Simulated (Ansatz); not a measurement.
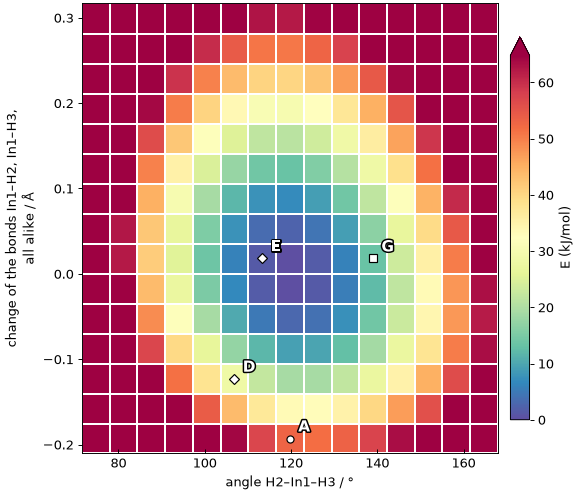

H2In, SMILES [InH2], spin multiplicity 2. 
- The first coordinate is: angle H2–In1–H3; the second: change of the bonds In1–H2, In1–H3, all alike.
- Nothing is relaxed (all other coordinates rigid).
- The scan uses a 15 × 15 grid.
- Points are written as (first, second).
- Energies are in kJ/mol, from the lowest grid point.
- Theory: UHF/def2-TZVP (Ansatz).

Drawn: one coloured cell a grid point, one colour for all values above the top of the scale, lettered points.

Question: Is G the lowest point of the computed grid?

Answer: No. G lies 13 kJ/mol above the lowest grid point, which is at (119.8°, 0.018 Å).

Question: What kind of point is each of D, G: minimum, saddle, maximum or slope?

Answer: D: on a slope; G: on a slope. (In these two coordinates alone; a stationary point may lie a little off the grid point.)

Question: Rank the lettered points by energy, lowest first.

Answer: E (1.4 kJ/mol), G (13 kJ/mol), D (28 kJ/mol), A (53 kJ/mol).
